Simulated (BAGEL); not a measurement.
# C2H2F (SMILES C=[C]F) at UHF/STO-3G (density fitting with qzvpp-jkfit)

What is the vertical doublet–quartet gap of C2H2F at UHF/STO-3G (density fitting with qzvpp-jkfit)? 

Program for the calculation: BAGEL 1.2.2.

## (1) The molecule

The species is C2H2F (5 atoms), meant as a doublet with charge 0. SMILES: `C=[C]F`. The shape is that of a PBE0-D4/def2-TZVP optimisation.

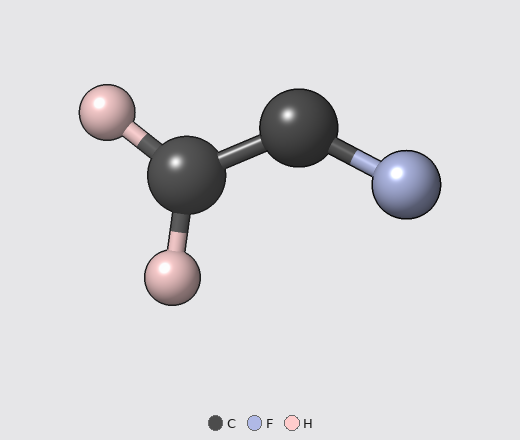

Viewed from a chosen angle; carbon dark grey, fluorine light blue, hydrogen pink.

## (2) A single-point energy at UHF/STO-3G (density fitting with qzvpp-jkfit)

Input file hf.json:

```json
{ "bagel" : [

{
  "title" : "molecule",
  "basis" : "sto-3g",
  "df_basis" : "qzvpp-jkfit",
  "angstrom" : true,
  "geometry" : [
    { "atom" : "C", "xyz" : [       0.488200,      -0.200400,       0.008400 ] },
    { "atom" : "C", "xyz" : [      -0.592700,       0.393700,       0.447100 ] },
    { "atom" : "F", "xyz" : [      -1.725600,       0.629500,      -0.148900 ] },
    { "atom" : "H", "xyz" : [       0.534700,      -0.590400,      -1.005400 ] },
    { "atom" : "H", "xyz" : [       1.345200,      -0.306200,       0.657500 ] }
  ]
},

{ "title" : "uhf", "nopen" : 1 },

{ "title" : "print", "file" : "orbitals.molden", "orbitals" : true }

]}
```

The run is started by

```console
$ BAGEL_NUM_THREADS=1 BAGEL hf.json > hf.out
```

What it wrote:

```text
* using 1 threads per process

  ===============================================================
  ===============================================================

  *** Geometry ***

  { "atom" : "C", "xyz" : [      0.922564,     -0.378701,      0.015874 ] },
  { "atom" : "C", "xyz" : [     -1.120041,      0.743985,      0.844897 ] },
  { "atom" : "F", "xyz" : [     -3.260911,      1.189583,     -0.281380 ] },
  { "atom" : "H", "xyz" : [      1.010437,     -1.115694,     -1.899931 ] },
  { "atom" : "H", "xyz" : [      2.542060,     -0.578634,      1.242495 ] },

  Number of auxiliary basis functions:      263

  Since a DF basis is specified, we compute 2- and 3-index integrals:
    o Being stored without compression. Storage requirement is 0.001 GB

  Number of basis functions:       17
  Number of electrons      :       23

    * METHOD: MOLECULE                             0.10

  *** Open-shell HF ***

  === Nuclear Repulsion ===
    60.9611397391

      * DIIS with orbital gradients will be used.

  === UHF iteration (sto-3g) ===
      0       -173.84008192          0.03535539           0.02
      1       -173.87862596          0.01223096           0.01
      2       -173.88484005          0.00573983           0.01
      3       -173.88663480          0.00272607           0.02
      4       -173.88862136          0.00082595           0.01
      5       -173.88983164          0.00040474           0.01
      6       -173.89145046          0.00028102           0.02
      7       -173.89242555          0.00028156           0.02
      8       -173.89054402          0.00029907           0.02
      9       -173.89577132          0.00033585           0.02
     10       -173.89646273          0.00028862           0.02
     11       -173.89657773          0.00015227           0.02
     12       -173.89668432          0.00007435           0.03
     13       -173.89681857          0.00002140           0.02
     14       -173.89682842          0.00000683           0.02
     15       -173.89682865          0.00000230           0.02
     16       -173.89682869          0.00000118           0.01
     17       -173.89682870          0.00000029           0.02
     18       -173.89682870          0.00000008           0.02
     19       -173.89682870          0.00000002           0.02
     20       -173.89682870          0.00000001           0.02
     21       -173.89682870          0.00000000           0.02
    * SCF iteration converged.

    * S^2 (UHF) is 1.0603

    * Permanent dipole moment:
           (   -0.198882,     0.064140,    -0.042500) a.u.

    * METHOD: UHF                                  0.51

    * METHOD: PRINT                                0.00

  ===============================================================
```

Run time: 1.2 s. Hardware: 1 thread of AMD EPYC, shared host; peak memory 0.08 GiB.

## (3) The quartet

Input file input.json:

```json
{ "bagel": [

{
  "title": "molecule",
  "basis": "sto-3g",
  "df_basis": "qzvpp-jkfit",
  "angstrom": true,
  "geometry": [
    { "atom": "C", "xyz": [    0.488200,   -0.200400,    0.008400 ] },
    { "atom": "C", "xyz": [   -0.592700,    0.393700,    0.447100 ] },
    { "atom": "F", "xyz": [   -1.725600,    0.629500,   -0.148900 ] },
    { "atom": "H", "xyz": [    0.534700,   -0.590400,   -1.005400 ] },
    { "atom": "H", "xyz": [    1.345200,   -0.306200,    0.657500 ] }
  ]
},
{
  "title": "uhf",
  "charge": 0,
  "nopen": 3
},
{
  "title": "print",
  "file": "orbitals.molden",
  "orbitals": true
}

]}
```

The run is started by

```console
$ BAGEL_NUM_THREADS=1 BAGEL input.json > input.out
```

What it wrote:

```text
* using 1 threads per process

  ===============================================================
  ===============================================================

  *** Geometry ***

  { "atom" : "C", "xyz" : [      0.922564,     -0.378701,      0.015874 ] },
  { "atom" : "C", "xyz" : [     -1.120041,      0.743985,      0.844897 ] },
  { "atom" : "F", "xyz" : [     -3.260911,      1.189583,     -0.281380 ] },
  { "atom" : "H", "xyz" : [      1.010437,     -1.115694,     -1.899931 ] },
  { "atom" : "H", "xyz" : [      2.542060,     -0.578634,      1.242495 ] },

  Number of auxiliary basis functions:      263

  Since a DF basis is specified, we compute 2- and 3-index integrals:
    o Being stored without compression. Storage requirement is 0.001 GB

  Number of basis functions:       17
  Number of electrons      :       23

    * METHOD: MOLECULE                             0.13

  *** Open-shell HF ***

  === Nuclear Repulsion ===
    60.9611397391

      * DIIS with orbital gradients will be used.

  === UHF iteration (sto-3g) ===
      0       -173.71212966          0.03098568           0.02
      1       -173.74987357          0.01062010           0.02
      2       -173.75630935          0.00524534           0.03
      3       -173.75836156          0.00161913           0.02
      4       -173.75870887          0.00051129           0.01
      5       -173.75876656          0.00012482           0.02
      6       -173.75877252          0.00003691           0.02
      7       -173.75877298          0.00001267           0.02
      8       -173.75877302          0.00000417           0.02
      9       -173.75877303          0.00000130           0.02
     10       -173.75877303          0.00000032           0.01
     11       -173.75877303          0.00000010           0.01
     12       -173.75877303          0.00000003           0.02
     13       -173.75877303          0.00000001           0.02
    * SCF iteration converged.

    * S^2 (UHF) is 3.7647

    * Permanent dipole moment:
           (   -0.317614,     0.126017,    -0.003591) a.u.

    * METHOD: UHF                                  0.40

    * METHOD: PRINT                                0.01

  ===============================================================
```

Run time: 1.1 s. Hardware: 1 thread of AMD EPYC, shared host; peak memory 0.08 GiB.

## (4) Summary of results

Level: UHF/STO-3G (density fitting with qzvpp-jkfit).

```
                                        quantity          value
                           doublet: total energy  -173.89683 Eh
                          doublet: dipole moment         0.54 D
                                   doublet: ⟨S²⟩          1.060
                           quartet: total energy  -173.75877 Eh
                          quartet: dipole moment         0.87 D
                                   quartet: ⟨S²⟩          3.765
vertical energy of the quartet above the doublet       3.757 eV
```

At this shape the quartet lies 3.76 eV (362 kJ/mol) above the doublet. In a minimal basis such a difference can be off by several eV, whatever the method. ⟨S²⟩ (doublet) is 1.06 where a pure doublet has 0.75: the reference is spin-contaminated.
